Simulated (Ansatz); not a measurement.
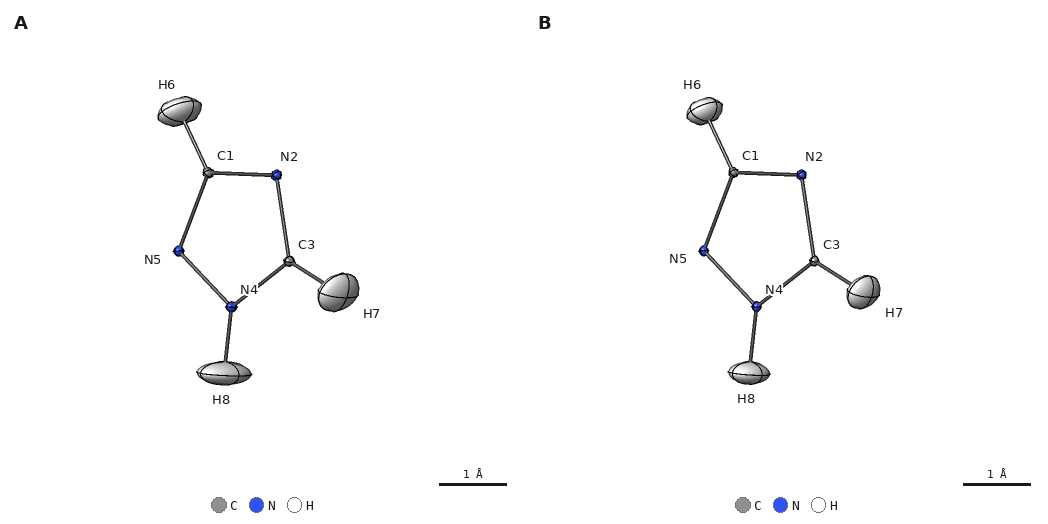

Displacement ellipsoids at the 50 % level, scaled by 1.5, from the internal vibrations of the free molecule (harmonic, no overall translation or rotation; no half-axis is drawn under 0.075 Å). Vibrations computed with RKS PBE0-D4/def2-TZVP (Ansatz 0.2.0). One panel is for 298 K, the other for 900 K.

**Which panel is for 900 K?**

A.

**How much does the mean-square displacement of H8 grow, and why?**

U_eq goes from 0.0147 to 0.0247 Å², a factor of 1.7. Modes below kT (626 cm⁻¹ at 900 K) grow about in proportion to T, and the lowest lies at 583 cm⁻¹; the mean-square amplitude of a mode is its zero-point value times coth(ħω/2kT), which comes close to 1 only above about 3kT.
